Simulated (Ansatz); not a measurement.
```xyz
4

In   -1.2444    1.7948    2.8808
O    -2.6705    3.6358    3.1199
Si   -2.3433    3.9008    1.5445
Sn   -0.9145    2.6620   -0.0355
```

Geometry: PBE0-D3(BJ)/def2-SVPD; core potentials replace the inner electrons of In and Sn.

Method: isolated molecule in a Gaussian basis; Kohn-Sham density functional theory, functional PBE0 (Ansatz).

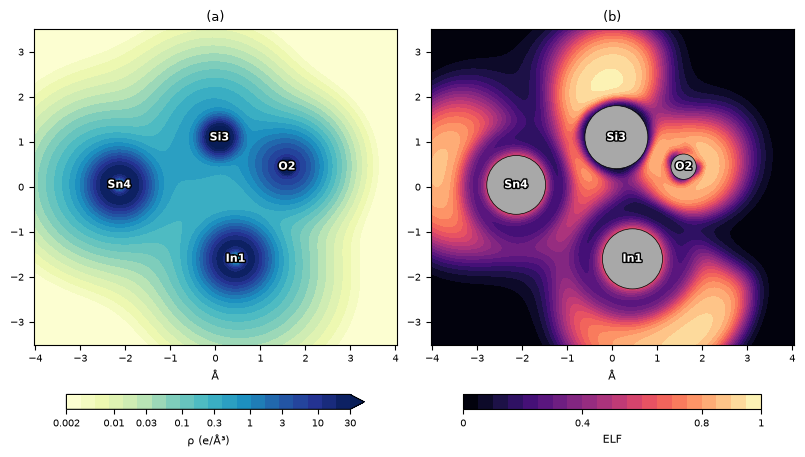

InOSiSn (SMILES [O]1[Si]2=[Sn-][In]12) (charge −1). (a) electron density; (b) electron localisation function on the molecular plane. Grey discs cover the atomic cores in the ELF map.

### Interpret the plot.

Atoms in the plane: In, O, Si and Sn.
Si–O (1.63 Å): ρ is about 1.2 e/Å³ halfway; the ELF peaks at about 0.85 between the atoms; a polar covalent bond.
In–O (2.34 Å): the density is about 0.36 e/Å³ at the midpoint; the ELF is about 0.15 at the midpoint.
Si–Sn (2.46 Å): ρ is about 0.45 e/Å³ halfway; the ELF peaks at about 0.70 in the valence shell of Si, 1.0 Å from its nucleus, and drops to about 0.20 between the two atoms.
In–Si (2.73 Å): ρ is about 0.26 e/Å³ halfway; the ELF is about 0.20 at the midpoint.
In–Sn (3.06 Å): ρ is about 0.24 e/Å³ halfway; the ELF reaches about 0.50 near the midpoint.
The ELF also peaks beside O2 and Si3, away from the bonds: lone-pair regions.
